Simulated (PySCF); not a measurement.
# NMR shielding calculation of CH7N3Si2

CH7N3Si2, computed with GIAO PBE0/pcSseg-0 NMR shielding, non-relativistic, gas phase (PySCF 2.14.0).

The geometry comes from this level: PBE0-D3(BJ)/def2-SVP. Figures and captions count atoms from 1; the log counts them from 0 in places.

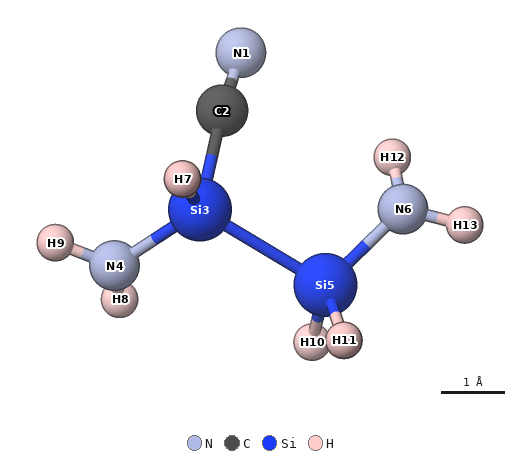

*The structure as given in the input (ball-and-stick view, seen at a tilt; atoms are numbered from 1 in the order of the input).*

Bond lengths as drawn: C–N 1.16 Å, C–Si 1.89 Å, H–N 1.01 to 1.02 Å, H–Si 1.49 to 1.51 Å, N–Si 1.72 to 1.73 Å and Si–Si 2.34 Å.

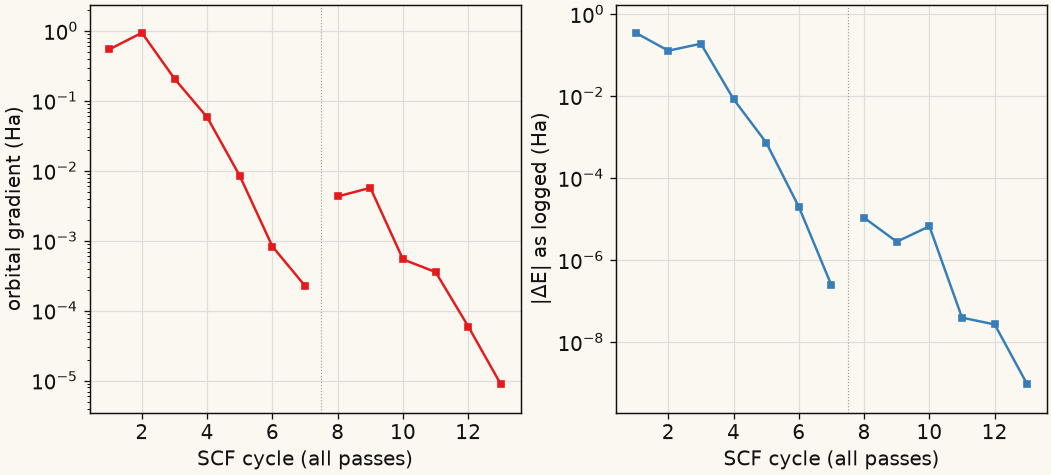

*Convergence of the self-consistent field: orbital gradient and size of the energy change against the SCF cycle. The dotted line marks the change from a coarse to the final integration grid.*

The first 7 cycles use a coarse grid, the final grid takes over at cycle 8, and the field converges after 13 cycles in all.

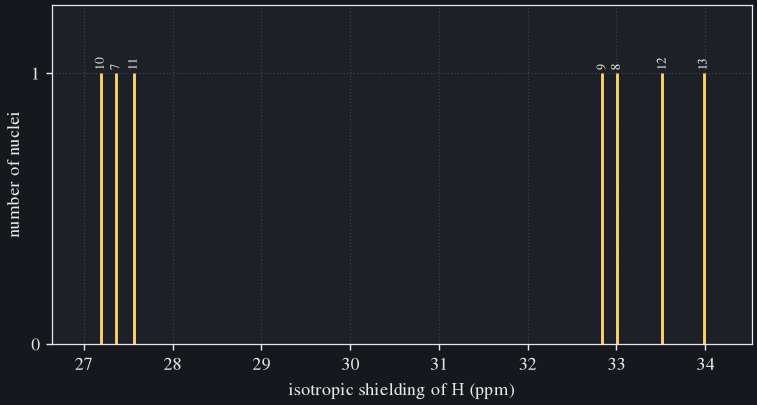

*Isotropic shieldings of the hydrogen nuclei in this fixed geometry, labelled by atom number; shielding grows to the right, so chemical shift grows to the left.*

The least shielded is H10 (27.2 ppm), the most shielded H13 (34.0 ppm).

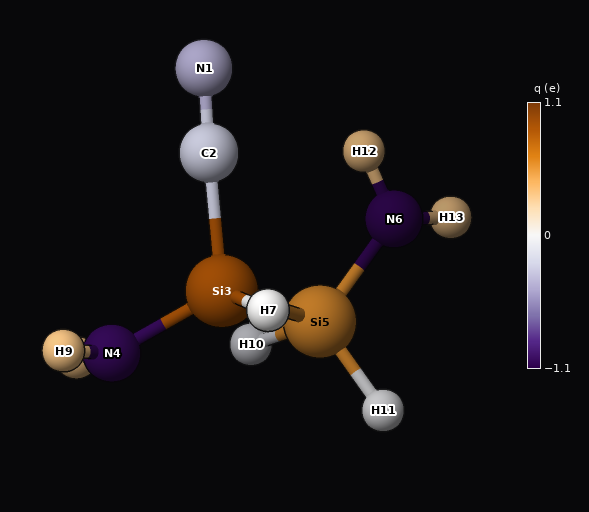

*Mulliken charges, as the colour of each atom (ball-and-stick view, seen at a tilt; atoms are numbered from 1 in the order of the input; Mulliken charges depend strongly on the basis).*

By element: N −1.06 to −0.41, C −0.24, Si +0.58 to +0.92 and H −0.08 to +0.34 e.

The input that produced these results follows, with the program's output.

### The input
```
{"job": {"kind": "nmr", "xc": "PBE0", "basis": "pcSseg-0", "pop": true}, "charge": 0, "multiplicity": 1}
N     -1.854668     1.443749     2.126957
C     -1.539947     0.629691     1.360662
Si    -0.881433    -0.617749     0.108470
N     -1.543378    -0.440860    -1.469820
Si     1.415190    -0.145805     0.134526
N      1.745724     0.380872     1.745731
H     -1.288549    -1.938358     0.662307
H     -1.234259     0.327979    -2.054139
H     -2.514667    -0.669526    -1.651151
H      1.668041     0.832874    -0.982986
H      2.231088    -1.360363    -0.167545
H      1.105422     1.024181     2.200796
H      2.696892     0.516812     2.067831
```

The first line tells a small driver script what to run in PySCF; the rest is the geometry in Å.

Command:
```bash
OMP_NUM_THREADS=1 python <driver script> task.json out
```

### Output
```
coarse grid: 11864 points
cycle   1  E = -783.8090373611  dE =  3.496e-01  |g| = 5.450e-01  |ddm| = 3.909e+00
cycle   2  E = -783.6810664109  dE =  1.280e-01  |g| = 9.413e-01  |ddm| = 1.813e+00
cycle   3  E = -783.8702212258  dE = -1.892e-01  |g| = 2.073e-01  |ddm| = 1.149e+00
cycle   4  E = -783.8786343216  dE = -8.413e-03  |g| = 5.831e-02  |ddm| = 2.020e-01
cycle   5  E = -783.8793702308  dE = -7.359e-04  |g| = 8.454e-03  |ddm| = 6.971e-02
cycle   6  E = -783.8793901480  dE = -1.992e-05  |g| = 8.273e-04  |ddm| = 1.231e-02
cycle   7  E = -783.8793903906  dE = -2.426e-07  |g| = 2.264e-04  |ddm| = 2.024e-03
final grid: 105640 points
cycle   8  E = -783.9399704434  dE = -1.082e-05  |g| = 4.307e-03  |ddm| = 1.457e-02
cycle   9  E = -783.9399676293  dE =  2.814e-06  |g| = 5.722e-03  |ddm| = 1.039e-02
cycle  10  E = -783.9399743320  dE = -6.703e-06  |g| = 5.424e-04  |ddm| = 5.982e-03
cycle  11  E = -783.9399743716  dE = -3.960e-08  |g| = 3.573e-04  |ddm| = 7.552e-04
cycle  12  E = -783.9399743987  dE = -2.710e-08  |g| = 5.953e-05  |ddm| = 3.713e-04
cycle  13  E = -783.9399743997  dE = -9.313e-10  |g| = 8.838e-06  |ddm| = 8.848e-05
converged SCF energy = -783.9399743997

GIAO shielding tensors (ppm)
atom      isotropic    diamagn.    paramagn.     s11        s22        s33       span
  0 N     -101.579     324.742    -426.321   -300.529   -291.828    287.620    588.149
  1 C       54.364     285.557    -231.193    -64.637    -63.746    291.476    356.113
  2 Si     437.133     876.421    -439.288    389.550    413.065    508.784    119.235
  3 N      271.042     322.703     -51.661    236.410    271.761    304.955     68.546
  4 Si     435.231     878.266    -443.035    372.003    411.036    522.654    150.651
  5 N      291.261     323.500     -32.239    243.906    265.011    364.866    120.960
  6 H       27.364      27.654      -0.290     23.162     25.890     33.042      9.880
  7 H       33.006      30.721       2.284     24.697     30.073     44.246     19.549
  8 H       32.842      29.513       3.329     24.648     28.130     45.747     21.098
  9 H       27.189      28.862      -1.673     22.678     25.522     33.368     10.690
 10 H       27.560      28.665      -1.105     23.546     25.662     33.473      9.927
 11 H       33.520      32.149       1.371     23.807     30.886     45.866     22.058
 12 H       33.982      30.471       3.511     24.816     28.849     48.281     23.465
```

### Key numbers

| quantity | value |
| --- | --- |
| outcome | converged |
| total energy | −783.939974 hartree |
| HOMO | −7.16 eV |
| LUMO | −0.72 eV |
| dipole moment | 2.90 D |
| isotropic shielding, N | −101.6 to 291.3 ppm |
| isotropic shielding, C | 54.4 ppm |
| isotropic shielding, Si | 435.2 to 437.1 ppm |
| isotropic shielding, H | 27.2 to 34.0 ppm |
| hardware | 1 CPU thread, shared host |
| wall time | 9.7 s |
| peak memory | 0.49 GiB |
